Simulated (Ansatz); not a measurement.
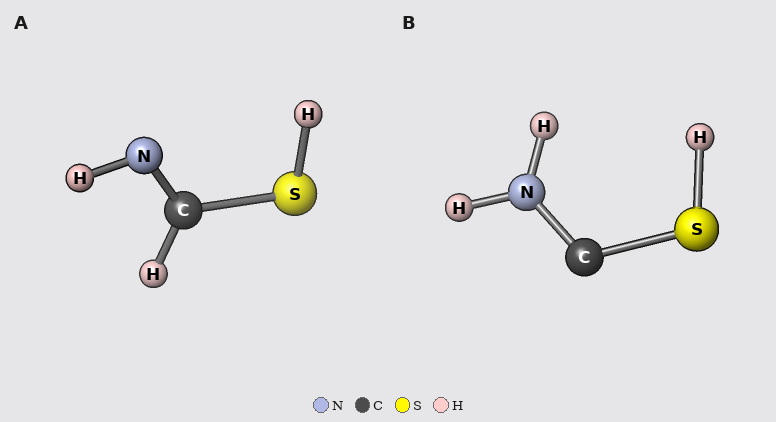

2 stationary structures of one formula. Geometries: PBE0-D4/def2-TZVP. Electronic energies: B3LYP-D4/def2-TZVPP (Ansatz 0.2.0), without zero-point energy. No frequency run is at hand to confirm each as a minimum.

Question: Which is lowest in energy, and by how much?

Answer: A is lowest (Cs); B lies 24.3 kcal/mol above it (Cs).
